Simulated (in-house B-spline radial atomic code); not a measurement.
RPA and GW calculation, with input and output: Ga²⁷⁺

Ga²⁷⁺, configuration [He] 2s2. Computed at this level: RPA, second-order and SOSEX correlation energies and G0W0 (contour deformation) on a non-relativistic mean field, all electrons, B-spline basis (in-house B-spline radial atomic code).

## Input file
```
Z = 31
electrons = 4.0
configuration = [He] 2s2
hamiltonian = nr
method = slater
lmax = 9
spin_polarised = False
box_radius = 3.29
intervals = 62
ion_configuration = [He] 2s1
```

The run was one of a batch that the task file lists, launched with:
```bash
python <driver script> task.json out
```

The program writes its results to a structured record and prints no log; tables and figures of this report are taken from that record.

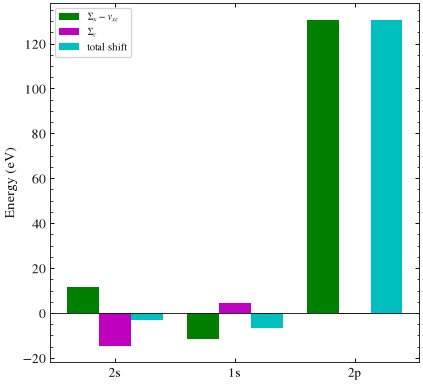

Fig. 1: Parts of the G₀W₀ correction to each level for Ga²⁷⁺ ([He] 2s²). All-electron spherical atom, non-relativistic, Slater potential start, no spin-orbit coupling, Breit or QED terms; computed with a B-spline radial code. The quasi-particle equation is solved at full frequency; levels of low quasi-particle weight Z are left out. Σ columns are in eV, and Σc holds an estimate for the angular momenta beyond the basis. G₀W₀ moves the highest occupied level, 2s, from −2829.9 to −2833.1 eV (renormalisation factor Z = 0.91). The empty level 2p goes from −2777.3 to −2646.9 eV.

| Level | Mean field (eV) | Σx − vxc (eV) | Σc (eV) | Z | G₀W₀ (eV) |
| --- | --- | --- | --- | --- | --- |
| 2s | −2829.9 | 11.4 | −14.6 | 0.91 | −2833.1 |
| 1s | −12219.4 | −11.4 | 4.6 | 1.00 | −12226.2 |
| 2p | −2777.3 | 130.6 | −0.2 | 0.99 | −2646.9 |

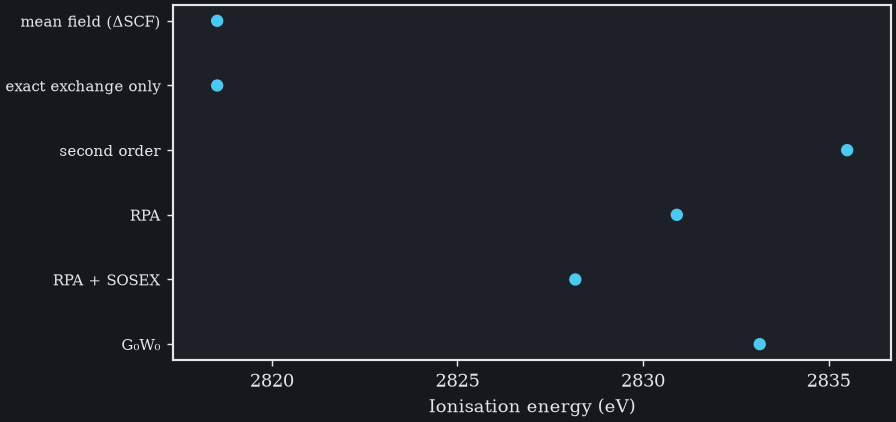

Fig. 2: Ionisation energy of Ga²⁷⁺ ([He] 2s² → [He] 2s). Differences of total energies, each species on its own start, beside the G₀W₀ level.

| Method | Ionisation energy (eV) |
| --- | --- |
| mean field (ΔSCF) | 2818.5 |
| exact exchange only | 2818.5 |
| second order | 2835.5 |
| RPA | 2830.9 |
| RPA + SOSEX | 2828.2 |
| G₀W₀ | 2833.1 |

The values run from 2818.5 eV (mean field (ΔSCF) and exact exchange only) to 2835.5 eV (second order).

## Results in brief

- outcome: converged
- mean-field total energy: −1153.34719 hartree
- total energy with exact exchange alone: −1153.34719 hartree
- exact exchange energy: −24.85679 hartree
- RPA correlation, extrapolated in the angular momentum of the empty orbitals: −0.80646 hartree
- RPA correlation, as summed: −0.80615 hartree
- direct second-order term: −1.34576 hartree
- second-order exchange term: 0.66885 hartree
- SOSEX term: 0.39991 hartree
- hardware: 1 thread of Arm Neoverse N1, 98 GiB of memory available, shared host
- wall time: 2.8 s

## Remarks

Caveats: relativity is absent.
